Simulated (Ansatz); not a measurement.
**RPA@PBE/cc-pVTZ run of GaCl (SMILES [Cl][Ga])**

Aim: the electronic atomisation energy of GaCl at RPA@PBE/cc-pVTZ, from 3 runs. 

The results are computed with Ansatz 0.2.0.

31 further runs of the same task are left out: 31 set aside as unsound or not needed.

## 1. The structure to begin with

The species is GaCl (2 atoms), meant as a singlet with charge 0. As SMILES, `[Cl][Ga]`. The shape is that of a PBE0-D4/def2-TZVP optimisation.

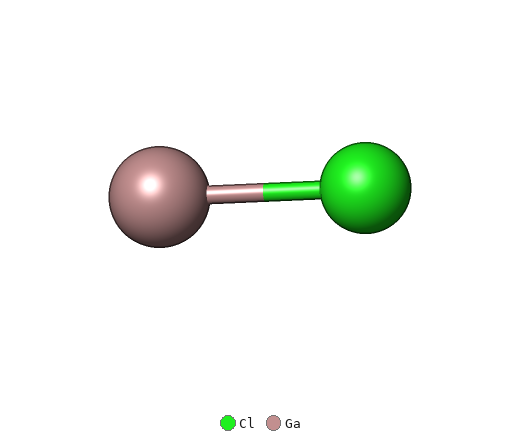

Viewed from a chosen angle; chlorine green, gallium pink.

## 2. A single-point energy at RPA@PBE/cc-pVTZ

The input, molecule.yaml:

```yaml
basis:
  gaussian: {orbitals: cc-pVTZ}
crystal:
  periodic: [false, false, false]
  atoms:
    - {symbol: Cl, position_ang: [-0.000000, 0.000000, -0.023560]}
    - {symbol: Ga, position_ang: [0.000000, -0.000000, 2.192160]}
hamiltonian: {xc: {name: PBE}}
correlation: {method: rpa, frozen_orbitals: {Cl: 5, Ga: 9}}
accuracy: high
```

Started as:

```bash
$ ansatz run molecule.yaml --threads 1 --pin off --max-ram 3480MiB --events-out events.jsonl --progress --plain --runs-dir runs
```

Standard output:

```text
Warning: RAYON_NUM_THREADS=1 ignored (pool sized by the plan → 1); use --threads N
Functional definition: PBE
  name "PBE"
  parameter kappa = 0.804
  parameter beta = 0.06672455060314922
  exchange = pbe_x(kappa = kappa, mu = beta*pi^2/3)
  correlation = pbe_c(beta = beta)
1035 factors; integrals over basis functions are off by at most 4.2e-9 eV
mean field evaluation 1: about -64889.5634 eV, gradient 2.6e1 eV
mean field evaluation 2: about -64889.5620 eV, gradient 2.6e1 eV
mean field evaluation 4: about -64890.6464 eV, gradient 9.4e0 eV
mean field evaluation 8: about -64890.9071 eV, gradient 6.4e-2 eV
mean field evaluation 16: about -64890.9071 eV, gradient 2.0e-6 eV
mean field -64890.90712820 eV, -2384.6968523249 hartree, gradient 2.4e-8 eV, S^2 0.000000; 0 other end points of the search recorded, 0 dependent functions left out
14 core orbitals not correlated: weight in the atoms' cores, before any rotation towards them, 1.000 or more for the frozen orbitals, at most 0.000 for the correlated occupied ones
reference -64840.64939089 eV, -2382.8499145444 hartree; 10, 10 occupied and 53, 53 virtual orbitals, 1035 factors
Total energy: -64854.93919581 eV, -2383.3750551893 hartree
```

Wall time 4.8 s (1 thread of Arm Neoverse V2, shared host); peak memory 0.15 GiB.

## 3. The Cl atom, same level

The input, job.yaml:

```yaml
crystal:
  periodic: [false, false, false]
  atoms:
    - {symbol: Cl, position_ang: [0.000000, 0.000000, 0.000000]}
basis:
  gaussian:
    orbitals: cc-pVTZ
magnetization:
  spin_polarized: true
  initial_magnetization: 1
hamiltonian:
  xc: pbe
correlation:
  method: rpa
  frozen_orbitals: {Cl: 5}
accuracy: high
```

Run the same way, it converges to -459.76741 Eh (log not shown).

## 4. The Ga atom at the same level

The input, in.yaml:

```yaml
basis:
  gaussian:
    orbitals: cc-pVTZ
crystal:
  periodic: [false, false, false]
  atoms:
    - {symbol: Ga, position_ang: [0.000000, 0.000000, 0.000000]}
magnetization:
  spin_polarized: true
  initial_magnetization: 1
hamiltonian:
  xc: pbe
correlation:
  method: rpa
  frozen_orbitals: {Ga: 9}
accuracy: high
```

Run the same way, it converges to -1923.44948 Eh (log not shown).

## 5. Summary of results

Level: RPA@PBE/cc-pVTZ, 14 core orbitals frozen.

| quantity | value |
| --- | --- |
| molecule: total energy | -2383.37506 Eh |
| molecule: RPA correlation energy (valence) | -525.1 mEh |
| Cl atom: total energy | -459.76741 Eh |
| Cl atom: RPA correlation energy (valence) | -289.6 mEh |
| Cl atom: ⟨S²⟩ of the reference determinant | 0.753 |
| Ga atom: total energy | -1923.44948 Eh |
| Ga atom: RPA correlation energy (valence) | -203.8 mEh |
| Ga atom: ⟨S²⟩ of the reference determinant | 0.752 |
| electronic atomisation energy | 4.304 eV |

**Reading.** Taking the molecule apart into free atoms costs 4.30 eV (99 kcal/mol), before zero-point energy and without spin-orbit coupling.
